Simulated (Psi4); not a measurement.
Frequency calculation of AlO (part 1 of 4)

- system: AlO (oxoaluminum), multiplicity 2
- method: PBE/def2-SVP, UKS, dispersion D4 (Psi4 1.11)

The geometry was optimised with PBE/def2-SVP.

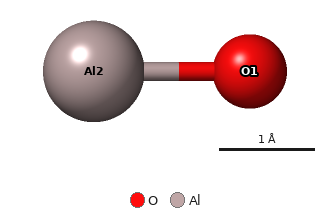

Fig. 1: The structure as given in the input (ball-and-stick view, seen on its broad side; atoms are numbered from 1 in the order of the input). Sticks mark near contacts.

## Key numbers

```csv
quantity,value
outcome,converged
total energy,−317.262355 hartree
dispersion energy,−0.000890 hartree
basis functions,32
⟨S²⟩,0.754
zero-point energy,0.002188 hartree
dipole moment,3.45 D
"wavenumbers, lowest and highest",960 cm⁻¹
hardware,"1 thread of Intel Xeon @ 2.50GHz (Skylake/Cascade Lake), 12 GiB of memory available, shared host"
wall time,23 s
peak memory,0.26 GiB
```

## Input (job.py)
```python
import psi4

psi4.set_memory(1600000000)
psi4.set_num_threads(1)
psi4.core.set_output_file('output.dat', False)

with open('alo.xyz') as f:
    atoms = ''.join(f.readlines()[2:])
mol = psi4.geometry('0 2\n' + atoms + '')

psi4.set_options({
    'basis': 'def2-SVP',
    'reference': 'uks',
    't': 298.15,
    'rotational_symmetry_number': 1,
})

E = psi4.frequency('pbe-d4', molecule=mol)
print('E =', round(E, 9))
for k, v in sorted(psi4.core.scalar_variables().items()):
    print(f'{k:45s} {v:18.10f}')
```

## File alo.xyz
```
2
AlO
O     -0.079825    -0.070527     0.020227
Al     0.070704    -0.053424     1.659326
```

Launch command:
```bash
python job.py
```

## Output
```
Psi4 1.11 release

gradient() will perform analytic gradient computation.

   => Loading Basis Set <=

    Name: DEF2-SVP
    Role: ORBITAL
    Keyword: BASIS

   => PBE-D4(BJ,EEQ)ATM: Empirical Dispersion <=

        a1 =       0.385750
        a2 =       4.806885
       alp =      16.000000
        s6 =       1.000000
        s8 =       0.959481
        s9 =       1.000000
        ga =       3.000000
        gc =       2.000000
        wf =       6.000000

         ---------------------------------------------------------
                                   SCF
                              UKS Reference
                        1 Threads,   1525 MiB Core
         ---------------------------------------------------------

  ==> Geometry <==

    Molecular point group: c2v
    Full point group: C_inf_v

    Geometry (in Bohr), charge = 0, multiplicity = 2:

       Center              X                  Y                   Z               Mass
    ------------   -----------------  -----------------  -----------------  -----------------
         O            0.000000000000     0.000000000000    -1.952933074013    15.994914619570
         AL           0.000000000000     0.000000000000     1.157717442311    26.981538530000

  Running in c2v symmetry.

  Rotational constants: A = ************  B =      0.61955  C =      0.61955 [cm^-1]
  Rotational constants: A = ************  B =  18573.52893  C =  18573.52893 [MHz]
  Nuclear repulsion =   33.433521205359526

  Charge       = 0
  Multiplicity = 2
  Electrons    = 21
  Nalpha       = 11
  Nbeta        = 10

  ==> Algorithm <==

  SCF Algorithm Type is DF.
  DIIS enabled.
  MOM disabled.
  Fractional occupation disabled.
  Guess Type is SAD.
  Energy threshold   = 1.00e-08
  Density threshold  = 1.00e-08
  Integral threshold = 1.00e-12

  ==> Primary Basis <==

  Basis Set: DEF2-SVP
    Blend: DEF2-SVP
    Number of shells: 14
    Number of basis functions: 32
    Number of Cartesian functions: 34
    Spherical Harmonics?: true
    Max angular momentum: 2

  ==> DFT Potential <==

   => LibXC <=

    Version 7.1.2

   => Composite Functional: PBE-D4BJEEQATM <=

    PBE GGA Exchange-Correlation Functional

    Deriv               =              1
    GGA                 =           TRUE
    Meta                =          FALSE

    Exchange Hybrid     =          FALSE
    MP2 Hybrid          =          FALSE

   => Exchange Functionals <=

    1.0000     XC_GGA_X_PBE

   => Correlation Functionals <=

    1.0000     XC_GGA_C_PBE

   => LibXC Density Thresholds  <==

    XC_GGA_C_PBE:  1.00E-12
    XC_GGA_X_PBE:  1.00E-15

   => Molecular Quadrature <=

    Radial Scheme          =       TREUTLER
    Pruning Scheme         =           NONE
    Nuclear Scheme         =       TREUTLER

    Blocking Scheme        =         OCTREE
    BS radius alpha        =              1
    Pruning alpha          =              1
    Radial Points          =             75
    Spherical Points       =            302
    Total Points           =          43426
    Total Blocks           =            404
    Max Points             =            256
    Max Functions          =             32
    Weights Tolerance      =       1.00E-15

   => Loading Basis Set <=

    Name: (DEF2-SVP AUX)
    Role: JKFIT
    Keyword: DF_BASIS_SCF

  ==> Integral Setup <==

  DFHelper Memory: AOs need 0.002 GiB; user supplied 1.082 GiB.
  SCF_SUBTYPE=INCORE selected. In-core MEM_DF algorithm will be used.
  Using in-core AOs.

  ==> MemDFJK: Density-Fitted J/K Matrices <==

    J tasked:                   Yes
    K tasked:                    No
    wK tasked:                   No
    Memory [MiB]:              1107
    Algorithm:                 Core
    Schwarz Cutoff:           1E-12
    Mask sparsity (%):       0.1953
    Fitting Condition:        1E-10

   => Auxiliary Basis Set <=

  Basis Set: (DEF2-SVP AUX)
    Blend: DEF2-UNIVERSAL-JKFIT
    Number of shells: 63
    Number of basis functions: 205
    Number of Cartesian functions: 248
    Spherical Harmonics?: true
    Max angular momentum: 4

  Cached 100.0% of DFT collocation blocks in 0.036 [GiB].

  Minimum eigenvalue in the overlap matrix is 2.7186655051E-02.
  Reciprocal condition number of the overlap matrix is 8.8314098596E-03.
    Using symmetric orthogonalization.

  ==> Pre-Iterations <==

  SCF Guess: Superposition of Atomic Densities via on-the-fly atomic UHF (no occupation information).

   -------------------------
    Irrep   Nso     Nmo
   -------------------------
     A1        16      16
     A2         2       2
     B1         7       7
     B2         7       7
   -------------------------
    Total      32      32
   -------------------------

  ==> Iterations <==

                           Total Energy        Delta E     RMS |[F,P]|

   @DF-UKS iter SAD:  -316.76251148421181   -3.16763e+02   0.00000e+00
   @DF-UKS iter   1:  -316.77003981118992   -7.52833e-03   5.24899e-02 DIIS/ADIIS
   @DF-UKS iter   2:  -309.04721536008742    7.72282e+00   1.28582e-01 ADIIS
   @DF-UKS iter   3:  -315.82251993433425   -6.77530e+00   8.85538e-02 DIIS/ADIIS
   @DF-UKS iter   4:  -317.24120423961460   -1.41868e+00   1.26250e-02 DIIS/ADIIS
   @DF-UKS iter   5:  -317.25221459010760   -1.10104e-02   7.07500e-03 DIIS/ADIIS
   @DF-UKS iter   6:  -317.26222475073462   -1.00102e-02   6.19260e-04 DIIS/ADIIS
   @DF-UKS iter   7:  -317.26232660419316   -1.01853e-04   3.04193e-04 DIIS/ADIIS
   @DF-UKS iter   8:  -317.26235202155198   -2.54174e-05   5.90644e-05 DIIS
   @DF-UKS iter   9:  -317.26235462271950   -2.60117e-06   3.00372e-05 DIIS
   @DF-UKS iter  10:  -317.26235477760116   -1.54882e-07   5.39042e-06 DIIS
   @DF-UKS iter  11:  -317.26235478390464   -6.30348e-09   3.24249e-07 DIIS
   @DF-UKS iter  12:  -317.26235478392010   -1.54614e-11   2.42223e-07 DIIS
   @DF-UKS iter  13:  -317.26235478393170   -1.15961e-11   1.53985e-08 DIIS
   @DF-UKS iter  14:  -317.26235478393153    1.70530e-13   1.24635e-09 DIIS
  Energy and wave function converged.

  ==> Post-Iterations <==

   Electrons on quadrature grid:
      Nalpha   =   11.0000046396 ; deviation = 4.640e-06
      Nbeta    =   10.0000048753 ; deviation = 4.875e-06
      Ntotal   =   21.0000095149 ; deviation = 9.515e-06

   @Spin Contamination Metric:   3.564646671E-03
   @S^2 Expected:                7.500000000E-01
   @S^2 Observed:                7.535646467E-01
   @S   Expected:                5.000000000E-01
   @S   Observed:                5.000000000E-01

    Orbital Energies [Eh]
    ---------------------

    Alpha Occupied:

       1A1   -55.400264     2A1   -18.729221     3A1    -3.959349
       1B2    -2.565590     1B1    -2.565590     4A1    -2.563498
       5A1    -0.785931     6A1    -0.324705     2B2    -0.240742
       2B1    -0.240742     7A1    -0.238111

    Alpha Virtual:

       3B2    -0.073008     3B1    -0.073008     8A1     0.015748
       9A1     0.090872     4B2     0.271825     4B1     0.271825
      10A1     0.324752    11A1     0.371346     1A2     0.371346
       5B1     0.434874     5B2     0.434874    12A1     0.728056
      13A1     0.984462     6B2     0.990528     6B1     0.990528
      14A1     1.210135    15A1     2.582707     2A2     2.582740
       7B2     2.657473     7B1     2.657473    16A1     3.025910

    Beta Occupied:

       1A1   -55.398465     2A1   -18.720141     3A1    -3.956635
       1B2    -2.563527     1B1    -2.563527     4A1    -2.558617
       5A1    -0.763807     6A1    -0.289713     2B2    -0.232611
       2B1    -0.232611

    Beta Virtual:

       7A1    -0.191410     3B2    -0.050873     3B1    -0.050873
       8A1     0.033661     9A1     0.109862     4B2     0.285720
       4B1     0.285720    10A1     0.356085     1A2     0.390004
      11A1     0.390004     5B1     0.459872     5B2     0.459872
      12A1     0.749312     6B2     0.998641     6B1     0.998641
      13A1     1.018500    14A1     1.224843    15A1     2.587511
       2A2     2.587544     7B2     2.687764     7B1     2.687764
      16A1     3.063088

    Final Occupation by Irrep:
             A1    A2    B1    B2
    DOCC [     6,    0,    2,    2 ]
    SOCC [     1,    0,    0,    0 ]
    NA   [     7,    0,    2,    2 ]
    NB   [     6,    0,    2,    2 ]

  @DF-UKS Final Energy:  -317.26235478393153

   => Energetics <=

    Nuclear Repulsion Energy =             33.4335212053595257
    One-Electron Energy =                -507.3299147234613429
    Two-Electron Energy =                 183.5887193457052433
    DFT Exchange-Correlation Energy =     -26.9537903925754989
    Empirical Dispersion Energy =          -0.0008902189594741
    VV10 Nonlocal Energy =                  0.0000000000000000
    Total Energy =                       -317.2623547839315279

  UHF NO Occupations:
  HONO-2 :    2 B1 1.9999198
  HONO-1 :    6 A1 1.9984325
  HONO-0 :    7 A1 1.0000000
  LUNO+0 :    8 A1 0.0015675
  LUNO+1 :    3 B1 0.0000802
  LUNO+2 :    3 B2 0.0000802
  LUNO+3 :    9 A1 0.0000550

Computation Completed

Properties will be evaluated at   0.000000,   0.000000,   0.000000 [a0]

Properties computed using the SCF density matrix

 Multipole Moments:

 ------------------------------------------------------------------------------------
     Multipole            Electronic (a.u.)      Nuclear  (a.u.)        Total (a.u.)
 ------------------------------------------------------------------------------------

 L = 1.  Multiply by 2.5417464519 to convert [e a0] to [Debye]
 Dipole X            :          0.0000000            0.0000000            0.0000000
 Dipole Y            :          0.0000000            0.0000000            0.0000000
 Dipole Z            :          1.9286421           -0.5731378            1.3555042
 Magnitude           :                                                    1.3555042

 ------------------------------------------------------------------------------------

	total time  =          4 seconds =       0.07 minutes

         ------------------------------------------------------------
                                   SCF GRAD
         ------------------------------------------------------------

  ==> Geometry <==

    Molecular point group: c2v
    Full point group: C_inf_v

    Geometry (in Bohr), charge = 0, multiplicity = 2:

       Center              X                  Y                   Z               Mass
    ------------   -----------------  -----------------  -----------------  -----------------
         O            0.000000000000     0.000000000000    -1.952933074013    15.994914619570
         AL           0.000000000000     0.000000000000     1.157717442311    26.981538530000

  Nuclear repulsion =   33.433521205359526

  ==> Basis Set <==

  Basis Set: DEF2-SVP
    Blend: DEF2-SVP
    Number of shells: 14
    Number of basis functions: 32
    Number of Cartesian functions: 34
    Spherical Harmonics?: true
    Max angular momentum: 2

  ==> DFJKGrad: Density-Fitted SCF Gradients <==

    Gradient:                    1
    J tasked:                  Yes
    K tasked:                   No
    wK tasked:                  No
    Integrals threads:           1
    Memory [MiB]:             1144
    Schwarz Cutoff:          1E-12
    Fitting Condition:       1E-10

   => Auxiliary Basis Set <=

  Basis Set: (DEF2-SVP AUX)
    Blend: DEF2-UNIVERSAL-JKFIT
    Number of shells: 63
    Number of basis functions: 205
    Number of Cartesian functions: 248
    Spherical Harmonics?: true
    Max angular momentum: 4

   => Molecular Quadrature <=

    Radial Scheme          =       TREUTLER
    Pruning Scheme         =           NONE
    Nuclear Scheme         =       TREUTLER

    Blocking Scheme        =         OCTREE
    BS radius alpha        =              1
    Pruning alpha          =              1
    Radial Points          =             75
    Spherical Points       =            302
    Total Points           =          43426
    Total Blocks           =            404
    Max Points             =            256
    Max Functions          =             32
    Weights Tolerance      =       1.00E-15

  -Total Gradient:
     Atom            X                  Y                   Z
    ------   -----------------  -----------------  -----------------
       1        0.000000000000     0.000000000000    -0.000007249890
       2        0.000000000000     0.000000000000     0.000052307108

	total time  =          1 seconds =       0.02 minutes

    Psi4 run time: 0:00:04.59

    -----------------------------------------------------------------------
                               Psi4 1.11 release

    h
    h
    h

    -----------------------------------------------------------------------

    Memory:     1.5 GiB
    Threads:    1
                ecpint, einsums, f̶o̶r̶t̶e̶, gauxc, gcp, g̶d̶m̶a̶, geometric, g̶p̶u̶_̶d̶f̶c̶c̶,
                i̶n̶t̶e̶g̶r̶a̶t̶o̶r̶x̶x̶, i̶p̶i̶, libefp, m̶d̶i̶, m̶p̶2̶d̶, m̶r̶c̶c̶, ooo,
                o̶p̶e̶n̶f̶e̶r̶m̶i̶o̶n̶p̶s̶i̶4̶, pcmsolver, p̶s̶i̶4̶f̶o̶c̶k̶c̶i̶, p̶s̶i̶x̶a̶s̶,
                p̶y̶e̶i̶n̶s̶u̶m̶s̶, r̶e̶s̶p̶, s̶i̶m̶i̶n̶t̶, s̶n̶s̶m̶p̶2̶,
                v̶2̶r̶d̶m̶_̶c̶a̶s̶s̶c̶f̶

gradient() will perform analytic gradient computation.

  ==> Geometry <==

    Molecular point group: c2v
    Full point group: C_inf_v

    Geometry (in Bohr), charge = 0, multiplicity = 2:

       Center              X                  Y                   Z               Mass
    ------------   -----------------  -----------------  -----------------  -----------------
         O            0.000000000000     0.000000000000    -1.953923671248    15.994914619570
         AL           0.000000000000     0.000000000000     1.158304677845    26.981538530000

  Running in c2v symmetry.

  Rotational constants: A = ************  B =      0.61892  C =      0.61892 [cm^-1]
  Rotational constants: A = ************  B =  18554.70094  C =  18554.70094 [MHz]
  Nuclear repulsion =   33.416571129912136

  Charge       = 0
  Multiplicity = 2
  Electrons    = 21
  Nalpha       = 11
  Nbeta        = 10

   => Molecular Quadrature <=

    Radial Scheme          =       TREUTLER
    Pruning Scheme         =           NONE
    Nuclear Scheme         =       TREUTLER

    Blocking Scheme        =         OCTREE
    BS radius alpha        =              1
    Pruning alpha          =              1
    Radial Points          =             75
    Spherical Points       =            302
    Total Points           =          43421
    Total Blocks           =            403
    Max Points             =            256
    Max Functions          =             32
    Weights Tolerance      =       1.00E-15

   => Auxiliary Basis Set <=

  Basis Set: (DEF2-SVP AUX)
    Blend: DEF2-UNIVERSAL-JKFIT
    Number of shells: 63
    Number of basis functions: 205
    Number of Cartesian functions: 248
    Spherical Harmonics?: true
    Max angular momentum: 4

  Cached 100.0% of DFT collocation blocks in 0.036 [GiB].

  Minimum eigenvalue in the overlap matrix is 2.7276132353E-02.
  Reciprocal condition number of the overlap matrix is 8.8621937477E-03.
    Using symmetric orthogonalization.

  ==> Iterations <==

                           Total Energy        Delta E     RMS |[F,P]|

   @DF-UKS iter SAD:  -316.76211967489809   -3.16762e+02   0.00000e+00
   @DF-UKS iter   1:  -316.77003015043897   -7.91048e-03   5.24817e-02 DIIS/ADIIS
   @DF-UKS iter   2:  -309.04632910012430    7.72370e+00   1.28584e-01 ADIIS
   @DF-UKS iter   3:  -315.82127090020919   -6.77494e+00   8.85813e-02 DIIS/ADIIS
   @DF-UKS iter   4:  -317.24115927499599   -1.41989e+00   1.26364e-02 DIIS/ADIIS
   @DF-UKS iter   5:  -317.25219132880676   -1.10321e-02   7.08299e-03 DIIS/ADIIS
   @DF-UKS iter   6:  -317.26222453341677   -1.00332e-02   6.16698e-04 DIIS/ADIIS
   @DF-UKS iter   7:  -317.26232585116821   -1.01318e-04   3.05434e-04 DIIS/ADIIS
   @DF-UKS iter   8:  -317.26235145098821   -2.55998e-05   5.89783e-05 DIIS
   @DF-UKS iter   9:  -317.26235406329801   -2.61231e-06   3.02322e-05 DIIS
   @DF-UKS iter  10:  -317.26235422020159   -1.56904e-07   5.43312e-06 DIIS
   @DF-UKS iter  11:  -317.26235422660238   -6.40080e-09   3.30260e-07 DIIS
   @DF-UKS iter  12:  -317.26235422661870   -1.63141e-11   2.43664e-07 DIIS
   @DF-UKS iter  13:  -317.26235422663029   -1.15961e-11   1.53363e-08 DIIS
   @DF-UKS iter  14:  -317.26235422663063   -3.41061e-13   1.22989e-09 DIIS
  Energy and wave function converged.

  ==> Post-Iterations <==
```
